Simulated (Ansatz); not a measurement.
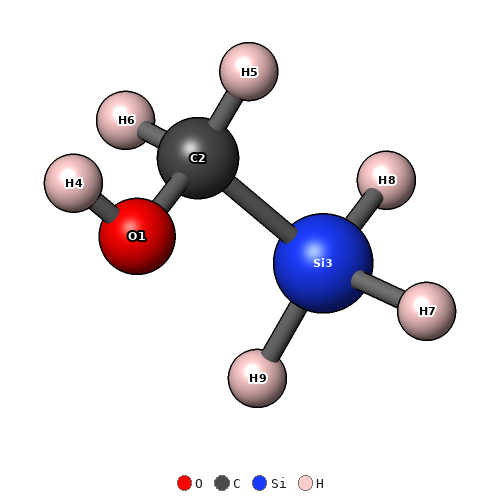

The system is CH₆OSi, SMILES OC[SiH3]; the picture shows the reference structure. 
- The first coordinate is: angle H4–O1–C2; the second: dihedral H4–O1–C2–Si3.
- Nothing is relaxed (all other coordinates rigid).
- The grid has 11 × 12 points.
- Points are written as (first, second).
- All energies are given in kcal/mol relative to the relaxed molecule at the same level.
- These are results of Ansatz 0.2.0, RKS PBE0-D4/def2-TZVP, not measurements.

Its coordinates:

```xyz
9

O    -1.2296   -0.1648   -1.0913
C    -0.0880    0.4804   -0.5524
Si    0.5024   -0.4986    0.9502
H    -1.5334    0.3300   -1.8559
H    -0.3098    1.5108   -0.2389
H     0.7326    0.5380   -1.2822
H    -0.5581   -0.5469    1.9891
H     1.7007    0.1872    1.5071
H     0.8716   -1.8826    0.5570
```

Range: angle H4–O1–C2 from 73.8 to 143.8°; dihedral H4–O1–C2–Si3 from −180 to 150°.

> Predict the map.

The lowest grid point is at (108.8°, −180°), 0.0 kcal/mol from the relaxed molecule at the same level. The highest grid point, (73.8°, 0°), lies 33.2 kcal/mol above the lowest. Round the minimum the two coordinates are nearly uncoupled.

```tsv
dihedral H4–O1–C2–Si3 ↓, angle H4–O1–C2 →	73.8	80.8	87.8	94.8	101.8	108.8	115.8	122.8	129.8	136.8	143.8
150	25.2	16.1	9.1	4.3	1.5	0.6	1.3	3.5	6.8	11.0	15.6
120	26.1	17.0	10.0	5.2	2.4	1.5	2.2	4.3	7.6	11.7	16.3
90	25.6	16.4	9.6	4.9	2.3	1.6	2.5	4.7	8.1	12.3	16.8
60	25.9	16.5	9.5	4.8	2.2	1.4	2.4	4.8	8.2	12.4	17.1
30	29.7	19.7	12.0	6.6	3.4	2.2	2.9	5.0	8.4	12.5	17.2
0	33.2	22.7	14.4	8.3	4.6	3.0	3.4	5.3	8.5	12.6	17.2
−30	29.7	19.7	12.0	6.6	3.4	2.2	2.9	5.0	8.4	12.5	17.2
−60	25.9	16.5	9.5	4.8	2.2	1.4	2.4	4.7	8.2	12.4	17.1
−90	25.6	16.4	9.6	4.9	2.3	1.6	2.5	4.7	8.1	12.3	16.8
−120	26.2	17.0	10.0	5.2	2.4	1.5	2.2	4.3	7.6	11.7	16.3
−150	25.2	16.1	9.1	4.3	1.5	0.6	1.3	3.5	6.8	11.0	15.6
−180	24.4	15.3	8.4	3.6	0.9	0.0	0.8	3.0	6.4	10.6	15.3
```

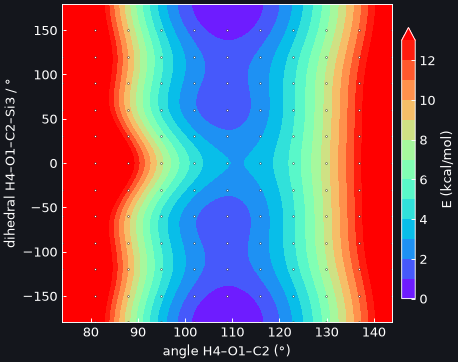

Drawn: filled contours, dots at the grid points, one colour for all values above the top of the scale. Between grid points the surface is interpolated.

Time for the 132 points that were run: 8.1 min on 1 thread of Arm Neoverse V2, with other jobs on the host.
